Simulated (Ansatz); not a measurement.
**CH8AlNSi: density, localisation and related maps**

The calculation's input:

```
crystal:
  periodic: [false, false, false]
  atoms:
    - {symbol: C, position_ang: [-1.006882, 1.755473, 0.106565]}
    - {symbol: Al, position_ang: [-0.047350, 0.069835, 0.322865]}
    - {symbol: N, position_ang: [0.261268, -0.559169, 1.949526]}
    - {symbol: Si, position_ang: [0.794457, -1.292373, -1.538632]}
    - {symbol: H, position_ang: [-1.924466, 1.614577, -0.473628]}
    - {symbol: H, position_ang: [-1.283716, 2.202514, 1.065114]}
    - {symbol: H, position_ang: [-0.402064, 2.485781, -0.440422]}
    - {symbol: H, position_ang: [0.746844, -1.419511, 2.146193]}
    - {symbol: H, position_ang: [-0.017090, -0.114095, 2.809784]}
    - {symbol: H, position_ang: [1.783939, -0.547006, -2.372379]}
    - {symbol: H, position_ang: [-0.299520, -1.711577, -2.464465]}
    - {symbol: H, position_ang: [1.471481, -2.539651, -1.076522]}
basis:
  gaussian: {orbitals: def2-TZVPP}
hamiltonian: {xc: pbe0, dispersion: d4}
output: {orbitals: {seedname: orbitals}}
```

Run with:

```sh
ansatz run in.yaml --threads 4 --pin off --events-out ev --progress --plain --max-ram 10444MiB
```

Geometry: PBE0-D4/def2-TZVP.

All numbers below come from RKS PBE0-D4/def2-TZVPP (Ansatz 0.2.0).

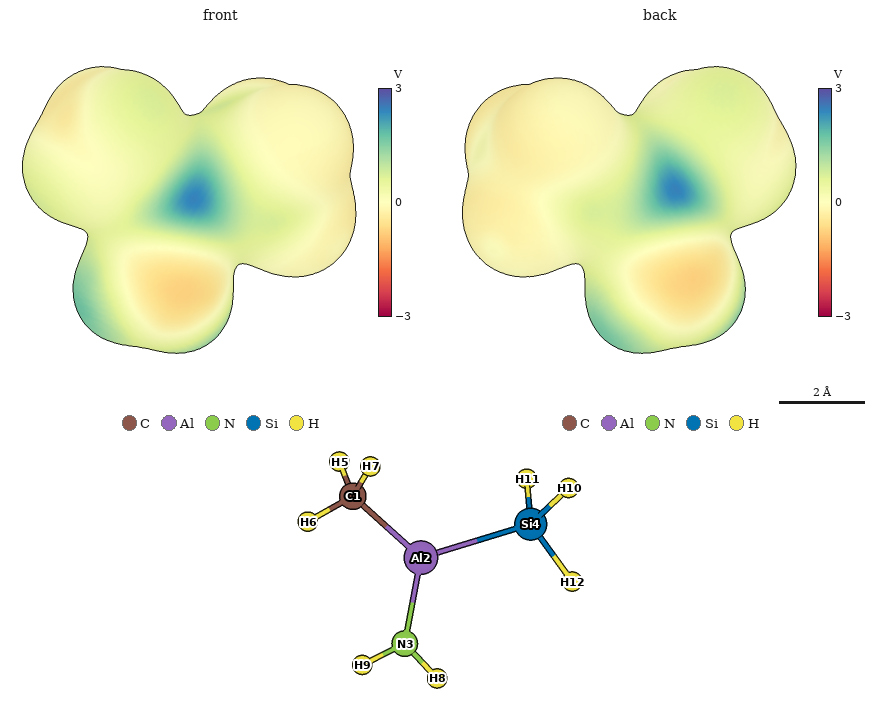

Figure 1. The molecular electrostatic potential painted on the density surface at 0.002 e/bohr³, seen from the front and from behind; red is negative and blue positive. The bare structure is drawn below in the same view.

> Which sites attract a positive test charge, and which a negative one?

A positive charge is drawn to the negative regions and a negative charge to the positive ones. The most negative region (about −0.8 V) lies over N3, the most positive (about +2.4 V) over Al2.

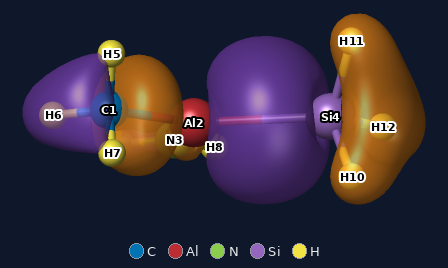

Figure 2. The HOMO at ±0.1 Å⁻³ᐟ² (orange and purple are the two phases), seen from one side.

> Describe this orbital and give its energy.

It lies mainly on Si4 (about 40 %), Al2 (about 25 %) and C1 (about 15 %). Its energy is −7.25 eV.

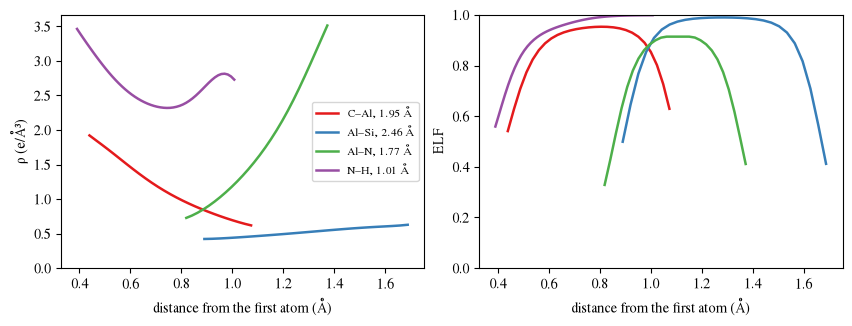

Figure 3. Electron density and ELF along straight lines between neighbouring atoms. The curves leave out the atomic cores.

> What kind of bonding do the profiles show?

C–Al (1.95 Å): the density is about 0.72 e/Å³ at the midpoint; the ELF peaks at about 0.95 between the atoms; a shared but strongly polarised pair.
Al–Si (2.46 Å): the density is about 0.5 e/Å³ at the midpoint; the ELF peaks at about 1 between the atoms; localised, covalent bonding.
Al–N (1.77 Å): ρ is about 0.85 e/Å³ halfway; the ELF peaks at about 0.90 between the atoms; a shared but strongly polarised pair.
N–H (1.01 Å): ρ at the midpoint is about 2.9 e/Å³; the ELF climbs to about 1 towards the hydrogen, as it does in any bond to H: an ordinary covalent bond to hydrogen.
